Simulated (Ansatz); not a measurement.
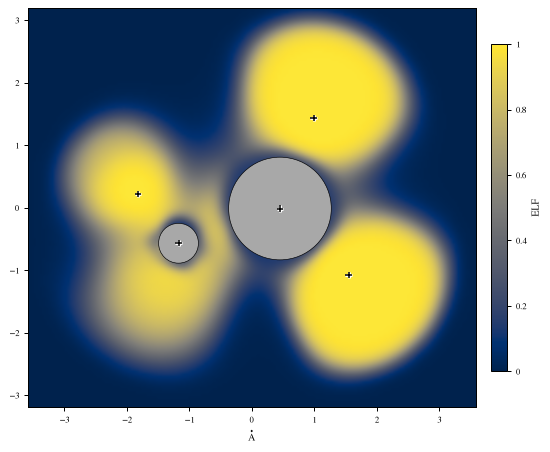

The ELF on a plane through atoms (crosses mark nuclei in the plane; grey discs cover the cores).

Computed with isolated molecule in a Gaussian basis; Kohn-Sham density functional theory, functional PBE0 (Ansatz).

Candidates:
A. CHGaO2 (SMILES C1=[O+][Ga-2]=[O+]1)
B. CH3FSe (SMILES FC[SeH])
C. GeH3N (SMILES [NH]=[GeH2])

**Which candidate gave the map?**

Candidate C: GeH3N on the molecular plane, which holds Ge, N and H. Ge–N (1.72 Å): the ELF peaks at about 0.80 in the valence shell of N, 0.6 Å from its nucleus, and is about 0.40 at the midpoint. N–H (1.03 Å): the ELF climbs to about 1 towards the hydrogen, as it does in any bond to H: an ordinary covalent bond to hydrogen.
